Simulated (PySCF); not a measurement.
## A study: H4O4Si, SMILES `O[Si](O)(O)O`

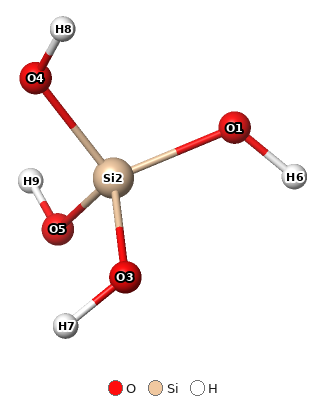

The molecule, with its atoms numbered as below. No frequency check shows the geometry to be a minimum.

Geometry (Å), atoms numbered from 1:

```
O1       1.2087    0.6497   -0.8701
Si2      0.0002   -0.0001   -0.0003
O3       0.6499   -1.2083    0.8699
O4      -0.6500    1.2084    0.8699
O5      -1.2088   -0.6496   -0.8701
H6       1.8242    0.0635   -1.2997
H7       0.0633   -1.8206    1.3036
H8      -0.0634    1.8206    1.3036
H9      -1.8243   -0.0634   -1.2997
```

## 1. Bonding charge

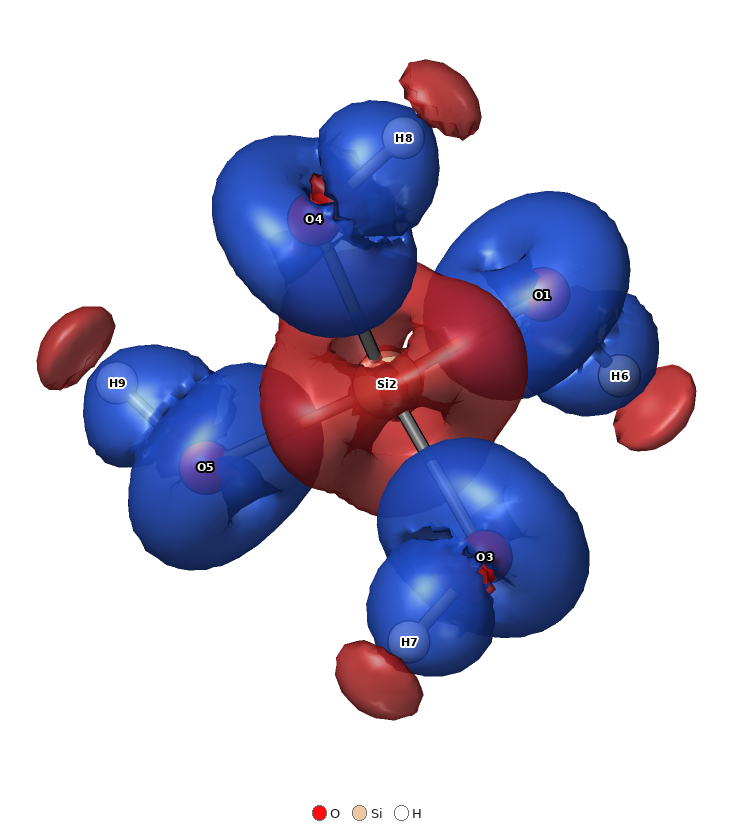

Deformation density (molecule less spherical, spin-averaged free atoms at the same positions), surfaces at ±0.1 e/Å³; blue: gain, red: loss.

Level of theory: B3LYP/aug-cc-pVDZ (PySCF), at a geometry from GFN2-xTB.

Q: Describe the bonding that the map shows.

A: O4–H8, O3–H7, O5–H9 and O1–H6: +0.83 e/Å³ at the bond critical point (bond length 0.95 Å). O1–Si2, Si2–O3, Si2–O5 and Si2–O4: +0.03 e/Å³ at the bond critical point (bond length 1.62 Å); up to 0.6 Å beside the axis the gain reaches +0.37 e/Å³. In all, 2.2 electrons gather in the regions of gain relative to the promolecule. A small or negative value marks a very polar bond, one between electron-rich atoms, whose free-atom densities already overlap strongly, a long bond to a heavier atom, or a closed-shell contact such as a hydrogen bond.

Q: Where do the Hirshfeld charges lie?

A: The highest Hirshfeld charge is on Si2 (+0.58 e), the lowest on O1, O3, O4 and O5 (−0.32 e).

## 2. Bond critical points

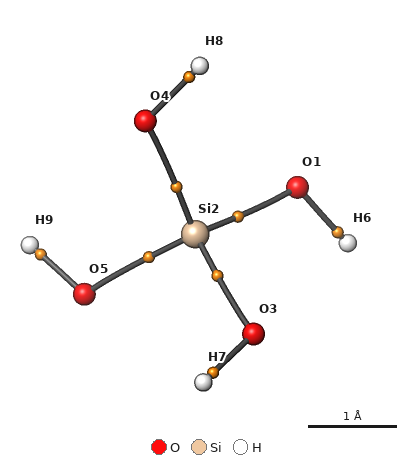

Molecular graph of the electron density (QTAIM): bond paths, bond critical points (orange), ring points (yellow, if any); weak paths are dashed.

Q: How many critical points of each kind are there, and does the count close?

A: 9 nuclei, 8 bond, 0 ring and 0 cage critical points: 9 − 8 + 0 − 0 = 1, as the Poincaré–Hopf relation requires.

Q: What does the calculation give at each kind of bond critical point?

A:
```
            bond  length (Å)  ρ (a.u.)  ∇²ρ (a.u.)     ε  H (a.u.)
 O4–H8 (4 alike)       0.952     0.364       −2.21  0.00    −0.625
O1–Si2 (4 alike)       1.625     0.128       +1.11  0.06    −0.007
```

Q: What kind of interaction is O1–Si2?

A: Polar or intermediate (positive Laplacian, negative energy density H): ρ = 0.128, ∇²ρ = +1.11, H = −0.007 a.u.

## 3. Local ionisation energy

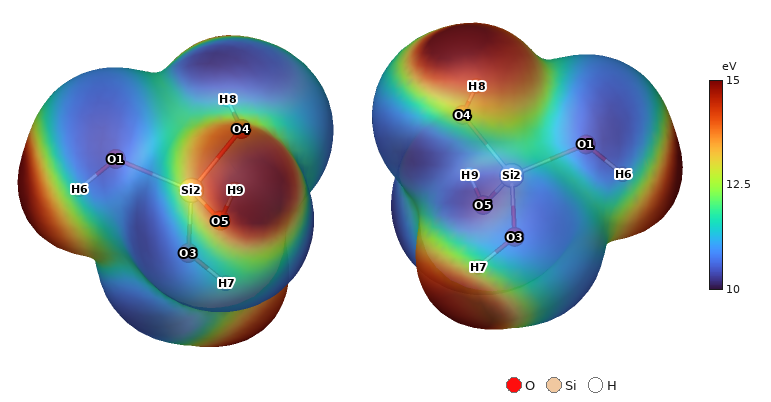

Average local ionisation energy on the surface of electron density 0.001 a.u. (back view left, front view right).

Q: Where are the most loosely bound electrons on this surface?

A: The lowest value is 10.3 eV, off the O1–H6 bond (1.9 to 2.0 Å from its atoms), and at like points elsewhere. For comparison, the highest occupied orbital lies at −8.9 eV.

## 4. Localised orbitals

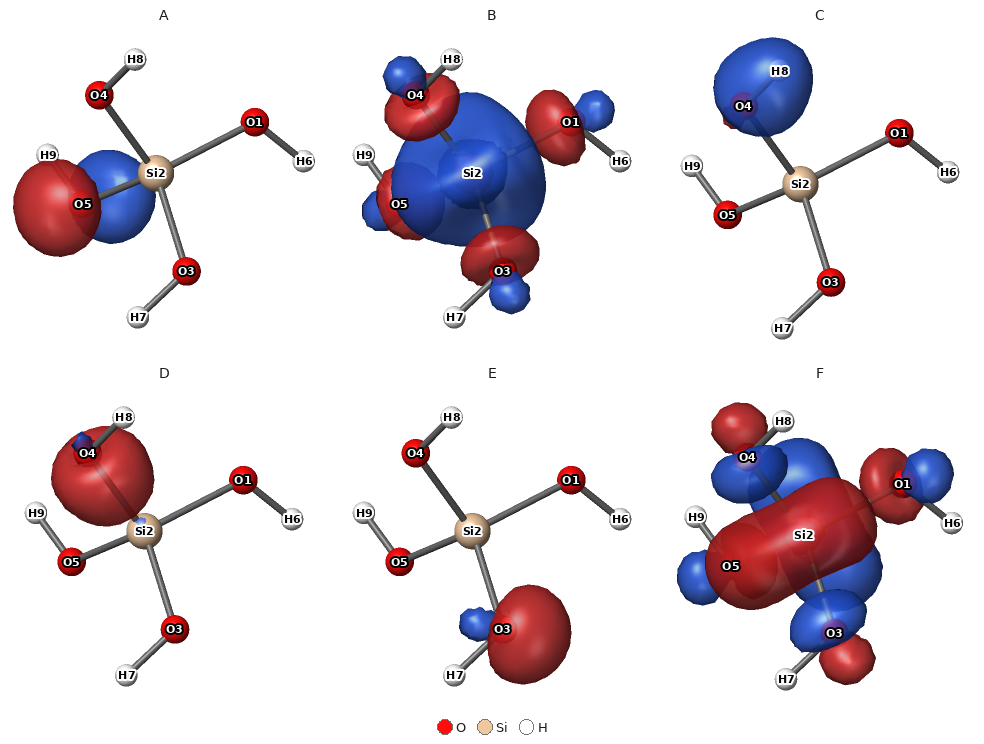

Intrinsic bond orbitals (IBO), occupied and valence-virtual; each surface holds about 70 % of the orbital's density. Energies are diagonal elements of the Fock matrix.

Computed with PySCF, PBE0/6-311G**, geometry: GFN2-xTB.

Q: Identify each orbital.

A: By panel:
- A: lone pair on O5 (p-type) (O5 94 %, Si2 5 %; −9.7 eV)
- B: antibonding multicentre orbital mainly over Si2, O4, O3 and O5 (Si2 65 %, O4 9 %, O3 9 %; 6.5 eV)
- C: σ bond O4–H8 (O4 69 %, H8 30 %; −20.9 eV)
- D: σ bond O4–Si2 (O4 79 %, Si2 21 %; −20.1 eV)
- E: lone pair on O3 (sp2.4-type) (O3 97 %; −12.7 eV)
- F: σ* orbital Si2–O5, mostly on Si2 (Si2 72 %, O5 7 %, O1 7 %; 6.7 eV)

Q: Which has the smallest and which the largest spatial spread?

A: Smallest: C (0.68 Å); largest: F (1.62 Å).

Q: How do all the valence pairs divide up?

A: 16 pairs: 8 σ bonds and 8 lone pairs.

## 5. Stretching a bond

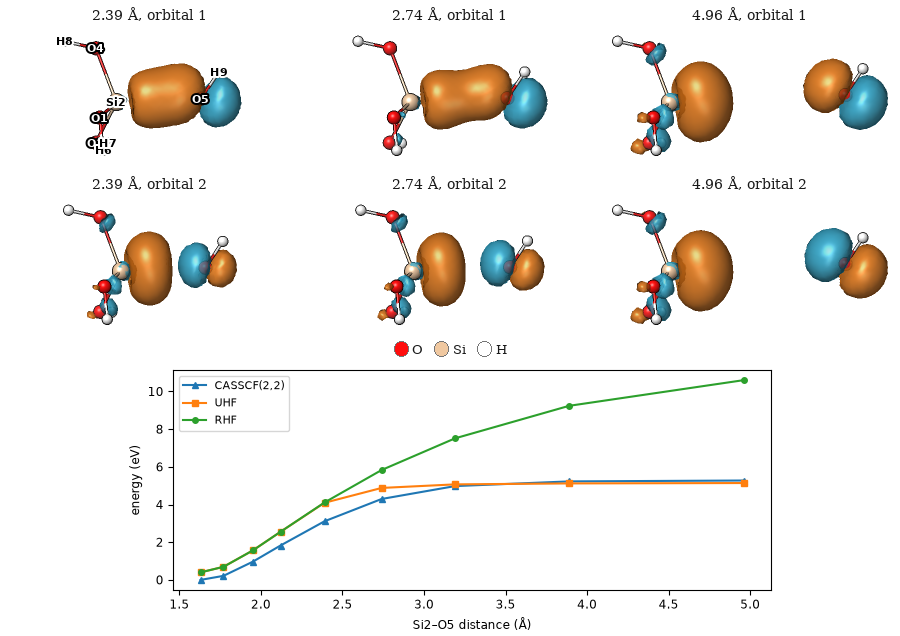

Rigid stretch of the Si2–O5 bond. The two CASSCF(2,2) natural orbitals nearest half filling (orbital 1 the more occupied). Below: energies along the scan, from the lowest point of the three curves.

Level of theory: 6-31G* basis (PySCF), at a geometry from GFN2-xTB.

Q: How do the occupations change along the stretch?

A: 2.39 Å: 1.90 and 0.10; 2.74 Å: 1.75 and 0.26; 4.96 Å: 1.03 and 0.97. At the longest distance computed (4.96 Å) they are 1.03 and 0.97, and the effective number of unpaired electrons is 2.0.

Q: Where does the UHF solution part from RHF?

A: Between 2.12 Å (⟨S²⟩ = 0, the two coincide) and 2.39 Å (⟨S²⟩ = 0.16); at 4.96 Å ⟨S²⟩ is 1.01 and UHF lies 5.5 eV below RHF.
